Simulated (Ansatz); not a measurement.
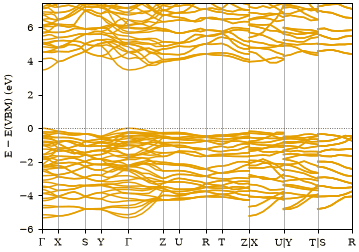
*Band structure from the program Ansatz at the r²SCAN level (PAW)*

Q: Read off the gap and where the band edges lie.

A: About 3.5 eV (3.46 eV by a search for the band edges); maximum at Γ, minimum at Γ.

The material is Mg2SiS4 in space group Pnma (No. 62; Pearson symbol oP28).

The workflow started from a Materials Project entry (that database holds measured and hypothetical structures alike); the Crystallography Open Database copy checked does not list it. Whether it is the stable phase at ambient conditions was not checked. The r²SCAN relaxation kept the symmetry of its start; its stability against distortions is not shown here.

Potentials: the later of the program's two PAW sets.
